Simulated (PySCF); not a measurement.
# C₅H₈Si: electronic excitations at several levels of theory

Aim: compute the electronic excitations of C₅H₈Si (`C=CC#CC[SiH3]`) at several levels, and see how far they spread and what each costs.

The runs use PySCF 2.14.0, with density-fitted response routines of our own; the level of theory stands in each step. All values are computed, except where a source is named. Atoms count from 0, in the outputs and in this text.

## Step 1: Starting geometry

14 atoms, charge 0, multiplicity 1; geometry from: GFN2-xTB. The atoms were then displaced at random by about 0.01 Å, so the start is not that level's minimum.

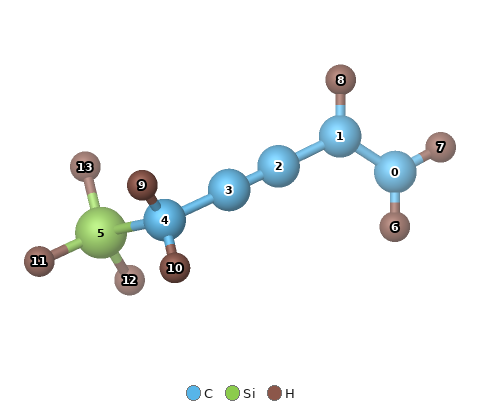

The starting geometry (carbon blue, silicon green, hydrogen brown), atoms numbered.

## Step 2: Optimising the geometry at PBE0-D3(BJ)/def2-SVP

What the job is given:

```
{"job": {"xc": "PBE0", "basis": "def2-SVP", "d3": "d3bj", "grid": 1, "shake": 0.01, "kind": "geom"}, "charge": 0, "multiplicity": 1}
C      3.213100     0.564160    -0.106990
C      2.280920     0.585910     0.859060
C      0.991160     0.000180     0.736230
C     -0.042520    -0.509080     0.664150
C     -1.388360    -1.104700     0.555960
Si    -2.675320     0.182700    -0.056780
H      3.007020     0.124510    -1.063780
H      4.172060     1.057250     0.011000
H      2.494430     1.063280     1.836210
H     -1.686280    -1.480570     1.556850
H     -1.357170    -1.951890    -0.109500
H     -3.962990    -0.499720    -0.108160
H     -2.305640     0.652370    -1.393200
H     -2.747560     1.300530     0.891200
```

Run with:

```console
> OMP_NUM_THREADS=1 python probes_run.py task.json out
```

The driver reads the jobs from task.json and runs them one after another.

Standard output:

```text
step   0  E = -484.14891489  max force = 0.150023
step   1  E = -484.15971028  max force = 0.022247
step   2  E = -484.16019320  max force = 0.005460
step   3  E = -484.16028650  max force = 0.003234
step   4  E = -484.16033844  max force = 0.003539
step   5  E = -484.16035998  max force = 0.000956
step   6  E = -484.16036389  max force = 0.001210
step   7  E = -484.16036953  max force = 0.000273
optimisation converged
```

It took 46 s on 1 thread of Arm Neoverse V1, shared host; peak memory 0.53 GiB.

Relaxation path:

```csv
step,energy from step 0 (eV),largest force component (eV/Å)
0,0.0000,7.7145
1,-0.2938,1.1440
2,-0.3069,0.2808
3,-0.3094,0.1663
4,-0.3109,0.1820
5,-0.3114,0.0492
6,-0.3115,0.0622
7,-0.3117,0.0140
```

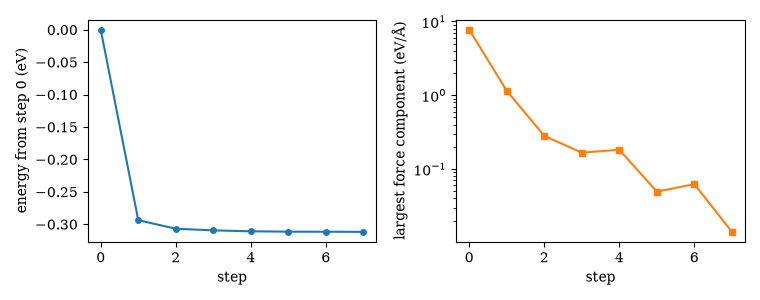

Energy and force, step by step.

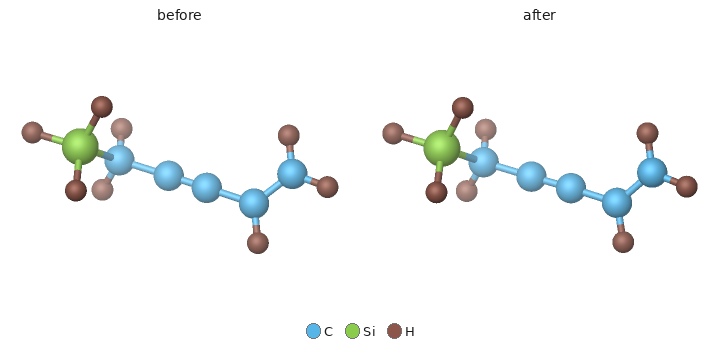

Before and after, at one scale.

Close pairs (by a distance rule), those that changed most:

```csv
bond,before (Å),after (Å),change (Å)
C2–C3,1.155,1.217,+0.063
Si5–H11,1.458,1.496,+0.037
C3–C4,1.476,1.448,-0.028
Si5–H12,1.464,1.492,+0.028
C4–H10,1.078,1.104,+0.026
Si5–H13,1.467,1.492,+0.024
C0–H6,1.073,1.093,+0.020
C4–Si5,1.921,1.903,-0.018
```

The final coordinates are the input of the step that follows.

| at the end point | value |
| --- | --- |
| point group (found at 0.08 Å tolerance) | C1 |
| rotational constants (GHz, main isotopes) | 8.980, 1.002, 0.951 |
| dipole moment (D) | 0.52 |

## Step 3: TDDFT and polarisability: PBE0/def2-TZVP

What the job is given:

```
{"job": {"kind": "uv", "xc": "PBE0", "basis": "def2-TZVP"}, "charge": 0, "multiplicity": 1}
C      3.102041     0.923779    -0.247946
C      2.288543     0.697432     0.794792
C      1.047188     0.007388     0.725695
C     -0.014764    -0.587294     0.698023
C     -1.307395    -1.235608     0.631629
Si    -2.655655    -0.031002     0.039111
H      2.850485     0.576942    -1.253362
H      4.042079     1.464008    -0.115369
H      2.578767     1.063809     1.787459
H     -1.604131    -1.630399     1.618733
H     -1.283514    -2.094141    -0.062005
H     -3.966270    -0.749688    -0.015262
H     -2.313495     0.475702    -1.321743
H     -2.760304     1.114655     0.989019
```

Method: TDDFT PBE0/def2-TZVP, vertical, gas phase, core orbitals frozen in the response.

Standard output:

```text
coarse grid: 12016 points
cycle   1  E = -484.4345533459  dE =  4.792e-01  |g| = 3.777e-01  |ddm| = 3.393e+00
cycle   2  E = -484.4387326326  dE = -4.179e-03  |g| = 3.431e-01  |ddm| = 9.520e-01
cycle   3  E = -484.4700512502  dE = -3.132e-02  |g| = 7.553e-02  |ddm| = 4.295e-01
cycle   4  E = -484.4705664326  dE = -5.152e-04  |g| = 6.162e-02  |ddm| = 8.378e-02
cycle   5  E = -484.4715016773  dE = -9.352e-04  |g| = 6.239e-03  |ddm| = 3.974e-02
cycle   6  E = -484.4715111795  dE = -9.502e-06  |g| = 1.880e-03  |ddm| = 1.256e-02
final grid: 110944 points
cycle   7  E = -484.4596109371  dE = -3.658e-05  |g| = 5.732e-03  |ddm| = 1.127e-01
cycle   8  E = -484.4596090499  dE =  1.887e-06  |g| = 6.275e-03  |ddm| = 1.123e-02
cycle   9  E = -484.4596185749  dE = -9.525e-06  |g| = 1.543e-03  |ddm| = 5.739e-03
cycle  10  E = -484.4596191464  dE = -5.715e-07  |g| = 3.693e-04  |ddm| = 1.197e-03
cycle  11  E = -484.4596191775  dE = -3.106e-08  |g| = 1.103e-04  |ddm| = 3.121e-04
cycle  12  E = -484.4596191803  dE = -2.834e-09  |g| = 3.598e-05  |ddm| = 1.062e-04
cycle  13  E = -484.4596191807  dE = -3.524e-10  |g| = 1.103e-05  |ddm| = 3.953e-05
converged SCF energy = -484.4596191807

Static polarisability (au): isotropic 93.370, principal 65.368 71.231 143.511

Singlet excitations
state   eV       nm        f      main configurations
  1   5.1064    242.8   0.03295   H-1->L 0.90
  2   5.2396    236.6   0.39201   H->L 0.80, H-1->L 0.08
  3   5.8459    212.1   0.00348   H->L+2 0.85
  4   6.1570    201.4   0.00674   H->L+1 0.91
  5   6.9675    177.9   0.00673   H-1->L+1 0.98
  6   7.0486    175.9   0.00163   H->L+3 0.96
  7   7.2106    171.9   0.00182   H->L+4 0.94
  8   7.3667    168.3   0.12591   H->L+5 0.49, H-1->L+2 0.30
  9   7.4217    167.1   0.49075   H-2->L 0.45, H-1->L+2 0.30, H->L+5 0.12
 10   7.6460    162.2   0.00332   H->L+7 0.53, H->L+6 0.22, H-2->L 0.10

Triplet excitations (Tamm-Dancoff, eV): 3.2506 4.7932 5.3690 5.5693
```

It took 36 s on 1 thread of Arm Neoverse V1, shared host; peak memory 0.97 GiB.

Frontier orbitals and where they lie:

```
orbital     eV                         atoms
 HOMO−3  -9.65  Si5 45 %, H12 25 %, H13 24 %
 HOMO−2  -9.11     C1 32 %, C0 20 %, C2 19 %
 HOMO−1  -7.55      C2 39 %, C3 39 %, C4 6 %
   HOMO  -6.61     C0 26 %, C3 24 %, C2 21 %
   LUMO  -0.79     C0 37 %, C1 24 %, C3 14 %
 LUMO+1   0.49     Si5 65 %, H10 9 %, C4 7 %
 LUMO+2   0.87    C3 20 %, C2 20 %, Si5 17 %
```

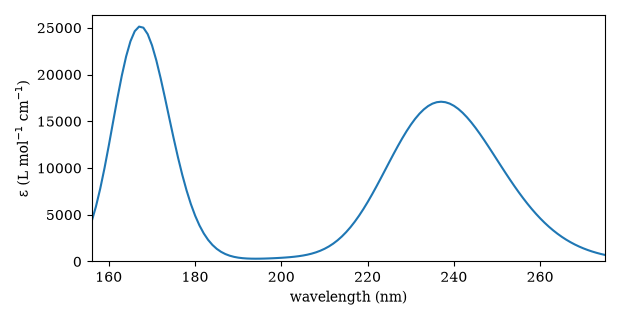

Absorption spectrum: each of the 10 states is a Gaussian band of 0.4 eV half-width at 1/e. Beyond the last state computed it falls off for lack of states.

Ground-state properties from the same run:

```
           property  computed
  dipole moment (D)      0.58
polarisability (Å³)     13.84
 HOMO–LUMO gap (eV)      5.82
      −ε(HOMO) (eV)      6.61
```

## Step 4: Ultraviolet spectrum: PBE0/aug-cc-pVDZ

Settings changed since step 3:

```diff
@@ -1,2 +1,2 @@
-{"job": {"kind": "uv", "xc": "PBE0", "basis": "def2-TZVP"}, "charge": 0, "multiplicity": 1}
+{"job": {"kind": "uv", "xc": "PBE0", "basis": "aug-cc-pVDZ"}, "charge": 0, "multiplicity": 1}
 C      3.102041     0.923779    -0.247946
```

Level: TDDFT PBE0/aug-cc-pVDZ, vertical, gas phase, core orbitals frozen in the response.

Standard output:

```text
coarse grid: 12016 points
cycle   1  E = -484.3528738869  dE =  5.277e-01  |g| = 3.255e-01  |ddm| = 1.221e+01
cycle   2  E = -484.3569050546  dE = -4.031e-03  |g| = 3.015e-01  |ddm| = 2.577e+00
cycle   3  E = -484.3834062412  dE = -2.650e-02  |g| = 6.947e-02  |ddm| = 1.116e+00
cycle   4  E = -484.3840614726  dE = -6.552e-04  |g| = 4.886e-02  |ddm| = 2.258e-01
cycle   5  E = -484.3846738804  dE = -6.124e-04  |g| = 4.976e-03  |ddm| = 1.108e-01
cycle   6  E = -484.3846800247  dE = -6.144e-06  |g| = 1.848e-03  |ddm| = 1.995e-02
final grid: 110944 points
cycle   7  E = -484.3979177936  dE = -1.884e-05  |g| = 6.072e-03  |ddm| = 2.413e-01
cycle   8  E = -484.3979139368  dE =  3.857e-06  |g| = 7.300e-03  |ddm| = 5.004e-02
cycle   9  E = -484.3979275492  dE = -1.361e-05  |g| = 1.560e-03  |ddm| = 2.403e-02
cycle  10  E = -484.3979281960  dE = -6.468e-07  |g| = 2.550e-04  |ddm| = 3.719e-03
cycle  11  E = -484.3979282074  dE = -1.139e-08  |g| = 1.427e-04  |ddm| = 8.066e-04
cycle  12  E = -484.3979282129  dE = -5.547e-09  |g| = 3.283e-05  |ddm| = 3.807e-04
cycle  13  E = -484.3979282132  dE = -2.954e-10  |g| = 8.295e-06  |ddm| = 1.301e-04
converged SCF energy = -484.3979282132

Static polarisability (au): isotropic 98.844, principal 71.649 76.235 148.649

Singlet excitations
state   eV       nm        f      main configurations
  1   5.0814    244.0   0.06946   H-1->L 0.80, H->L 0.16
  2   5.1738    239.6   0.35673   H->L 0.73, H-1->L 0.17
  3   5.4740    226.5   0.00774   H->L+1 0.81, H->L+2 0.12
  4   5.7102    217.1   0.00168   H->L+2 0.62, H->L+1 0.15
  5   6.1726    200.9   0.00077   H->L+4 0.43, H->L+2 0.17, H->L+3 0.13
  6   6.2400    198.7   0.00668   H->L+3 0.55, H->L+4 0.33, H->L+5 0.08
  7   6.3252    196.0   0.01270   H->L+5 0.48, H->L+3 0.26, H->L+4 0.12
  8   6.3672    194.7   0.01288   H-1->L+1 0.95
  9   6.6442    186.6   0.00911   H->L+6 0.85
 10   6.6803    185.6   0.01159   H->L+7 0.75, H->L+5 0.09

Triplet excitations (Tamm-Dancoff, eV): 3.2526 4.7829 5.3574 5.3611
```

Run time: 30 s. Hardware: 1 thread of Arm Neoverse V1, shared host; peak memory 0.87 GiB.

In short: HOMO -6.60 eV, LUMO -0.84 eV; lowest singlet 5.08 eV.

## Step 5: Excited states and response: PBE0/def2-TZVPD

Settings changed since step 4:

```diff
@@ -1,2 +1,2 @@
-{"job": {"kind": "uv", "xc": "PBE0", "basis": "aug-cc-pVDZ"}, "charge": 0, "multiplicity": 1}
+{"job": {"kind": "uv", "xc": "PBE0", "basis": "def2-TZVPD"}, "charge": 0, "multiplicity": 1}
 C      3.102041     0.923779    -0.247946
```

Method: TDDFT PBE0/def2-TZVPD, vertical, gas phase, core orbitals frozen in the response.

Standard output:

```text
coarse grid: 12016 points
cycle   1  E = -484.4352249125  dE =  4.794e-01  |g| = 3.778e-01  |ddm| = 9.686e+00
cycle   2  E = -484.4388204432  dE = -3.596e-03  |g| = 3.452e-01  |ddm| = 1.562e+00
cycle   3  E = -484.4706644685  dE = -3.184e-02  |g| = 7.553e-02  |ddm| = 6.168e-01
cycle   4  E = -484.4711747760  dE = -5.103e-04  |g| = 6.196e-02  |ddm| = 1.162e-01
cycle   5  E = -484.4721193213  dE = -9.445e-04  |g| = 6.341e-03  |ddm| = 5.774e-02
cycle   6  E = -484.4721292065  dE = -9.885e-06  |g| = 1.877e-03  |ddm| = 1.889e-02
final grid: 110944 points
cycle   7  E = -484.4602360892  dE = -3.904e-05  |g| = 5.662e-03  |ddm| = 2.603e-01
cycle   8  E = -484.4602343715  dE =  1.718e-06  |g| = 6.132e-03  |ddm| = 1.910e-02
cycle   9  E = -484.4602436476  dE = -9.276e-06  |g| = 1.529e-03  |ddm| = 8.423e-03
cycle  10  E = -484.4602442118  dE = -5.642e-07  |g| = 3.681e-04  |ddm| = 1.552e-03
cycle  11  E = -484.4602442446  dE = -3.284e-08  |g| = 7.455e-05  |ddm| = 4.336e-04
cycle  12  E = -484.4602442458  dE = -1.222e-09  |g| = 2.330e-05  |ddm| = 1.595e-04
cycle  13  E = -484.4602442460  dE = -1.344e-10  |g| = 1.024e-05  |ddm| = 4.255e-05
converged SCF energy = -484.4602442460

Static polarisability (au): isotropic 98.310, principal 71.138 75.884 147.906

Singlet excitations
state   eV       nm        f      main configurations
  1   5.0852    243.8   0.05006   H-1->L 0.85, H->L 0.12
  2   5.1939    238.7   0.37622   H->L 0.77, H-1->L 0.12
  3   5.6205    220.6   0.00615   H->L+1 0.68, H->L+2 0.26
  4   5.8158    213.2   0.00083   H->L+2 0.53, H->L+1 0.30
  5   6.4535    192.1   0.00691   H->L+3 0.42, H->L+4 0.34, H->L+2 0.14
  6   6.5273    189.9   0.01343   H->L+4 0.36, H->L+3 0.32, H-1->L+1 0.23
  7   6.5340    189.8   0.00907   H-1->L+1 0.72, H->L+3 0.16
  8   6.7894    182.6   0.00941   H->L+5 0.81, H->L+6 0.15
  9   6.9215    179.1   0.01538   H->L+6 0.78, H->L+5 0.12
 10   7.0859    175.0   0.06859   H->L+7 0.42, H->L+8 0.24, H-1->L+2 0.11

Triplet excitations (Tamm-Dancoff, eV): 3.2448 4.7771 5.3528 5.4483
```

It took 48 s on 1 thread of Arm Neoverse V1, shared host; peak memory 1.1 GiB.

This run: HOMO -6.62 eV, LUMO -0.84 eV; lowest singlet 5.09 eV.

## Step 6: TDDFT and polarisability: PBE0/6-31+G*

Settings changed since step 5:

```diff
@@ -1,2 +1,2 @@
-{"job": {"kind": "uv", "xc": "PBE0", "basis": "def2-TZVPD"}, "charge": 0, "multiplicity": 1}
+{"job": {"kind": "uv", "xc": "PBE0", "basis": "6-31+G*"}, "charge": 0, "multiplicity": 1}
 C      3.102041     0.923779    -0.247946
```

Level: TDDFT PBE0/6-31+G*, vertical, gas phase, core orbitals frozen in the response.

Standard output:

```text
coarse grid: 12016 points
cycle   1  E = -484.3895928892  dE =  5.081e-01  |g| = 3.404e-01  |ddm| = 6.129e+02
cycle   2  E = -484.3947514598  dE = -5.159e-03  |g| = 3.082e-01  |ddm| = 9.790e+00
cycle   3  E = -484.4224974032  dE = -2.775e-02  |g| = 6.970e-02  |ddm| = 6.001e+00
cycle   4  E = -484.4231635397  dE = -6.661e-04  |g| = 4.847e-02  |ddm| = 2.046e-01
cycle   5  E = -484.4237665002  dE = -6.030e-04  |g| = 4.641e-03  |ddm| = 1.807e-01
cycle   6  E = -484.4237716843  dE = -5.184e-06  |g| = 1.648e-03  |ddm| = 3.698e-02
final grid: 110944 points
cycle   7  E = -484.3646992939  dE = -1.727e-05  |g| = 5.886e-03  |ddm| = 2.692e-01
cycle   8  E = -484.3646975184  dE =  1.776e-06  |g| = 6.598e-03  |ddm| = 9.324e-02
cycle   9  E = -484.3647089053  dE = -1.139e-05  |g| = 1.368e-03  |ddm| = 4.628e-02
cycle  10  E = -484.3647093918  dE = -4.865e-07  |g| = 2.232e-04  |ddm| = 6.310e-03
cycle  11  E = -484.3647094020  dE = -1.023e-08  |g| = 9.775e-05  |ddm| = 1.522e-03
cycle  12  E = -484.3647094045  dE = -2.424e-09  |g| = 3.261e-05  |ddm| = 1.112e-03
cycle  13  E = -484.3647094047  dE = -2.960e-10  |g| = 8.975e-06  |ddm| = 1.517e-04
converged SCF energy = -484.3647094047

Static polarisability (au): isotropic 90.292, principal 62.444 68.179 140.252

Singlet excitations
state   eV       nm        f      main configurations
  1   5.1203    242.1   0.06450   H-1->L 0.82, H->L 0.14
  2   5.2144    237.8   0.37202   H->L 0.74, H-1->L 0.15
  3   5.5644    222.8   0.00569   H->L+1 0.83, H->L+2 0.13
  4   5.7905    214.1   0.00217   H->L+2 0.69, H->L+1 0.14
  5   6.4389    192.6   0.01910   H->L+3 0.56, H-1->L+1 0.27
  6   6.4581    192.0   0.00838   H-1->L+1 0.70, H->L+3 0.18
  7   6.5577    189.1   0.00967   H->L+4 0.55, H->L+3 0.18
  8   6.6898    185.3   0.00737   H->L+5 0.53, H->L+4 0.23, H->L+6 0.15
  9   6.9352    178.8   0.00774   H->L+6 0.61, H->L+5 0.24
 10   7.0078    176.9   0.03104   H->L+7 0.79

Triplet excitations (Tamm-Dancoff, eV): 3.2490 4.8137 5.3701 5.4360
```

Wall time 13 s (1 thread of Arm Neoverse V1, shared host); peak memory 0.67 GiB.

In short: HOMO -6.57 eV, LUMO -0.77 eV; lowest singlet 5.12 eV.

## Step 7: Side by side: electronic excitations

Excitations and ground-state properties, with basis size and wall time:

```csv
run,lowest singlet (eV),brightest (eV),f,gap (eV),α (Å³),μ (D),functions,time
PBE0/def2-TZVP,5.11,7.42,0.491,5.82,13.84,0.58,240,36 s
PBE0/aug-cc-pVDZ,5.08,5.17,0.357,5.76,14.65,0.60,214,30 s
PBE0/def2-TZVPD,5.09,5.19,0.376,5.78,14.57,0.60,300,48 s
PBE0/6-31+G*,5.12,5.21,0.372,5.79,13.38,0.59,128,13 s
```

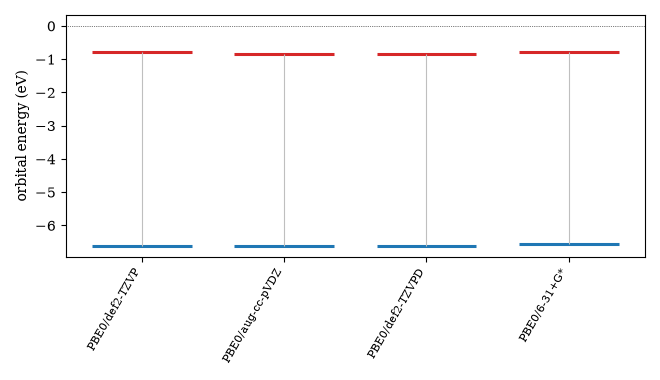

HOMO (blue) and LUMO (red) run by run.

## Step 8: Summary of results

| quantity | value |
| --- | --- |
| point group | C1 |
| rotational constants (main isotopes) | 8.98, 1.00, 0.95 GHz |
| lowest singlet (PBE0/def2-TZVP) | 5.11 eV (243 nm), f = 0.033 |
| brightest single state of those computed | state 9, 7.42 eV, f = 0.491 |
| lowest triplet | 3.25 eV |
| range of the lowest singlet | 5.08 to 5.12 eV |

**Reading.** Single values in the summary come from the first run of each kind that ended normally (PBE0/def2-TZVP), which need not be the best level. Relaxing lowered the energy by 0.312 eV in 7 steps; the close pair that moved most is C2–C3, from 1.155 to 1.217 Å. No frequency check was run at this level, so the end point may be a saddle. The lowest singlet, at 5.11 eV, is HOMO−1→LUMO 0.90 and is weak; of the 10 states computed, the strongest absorption comes from state 9 at 7.42 eV. The lowest triplet lies 1.86 eV below the lowest singlet (triplets in Tamm-Dancoff, singlets in full TDDFT). States above −ε(HOMO) lie where TDDFT describes them poorly and they hang on the basis; the brightest is among them. The basis of PBE0/def2-TZVP has no diffuse functions, so Rydberg states are missing and the high states are unreliable. The lowest singlet runs from 5.08 eV (PBE0/aug-cc-pVDZ) to 5.12 eV (PBE0/6-31+G*), while the orbital gap spans 5.76 to 5.82 eV. The lowest state need not be the same one in every run. The runs solved for a few states only, so the brightest column depends on that window.
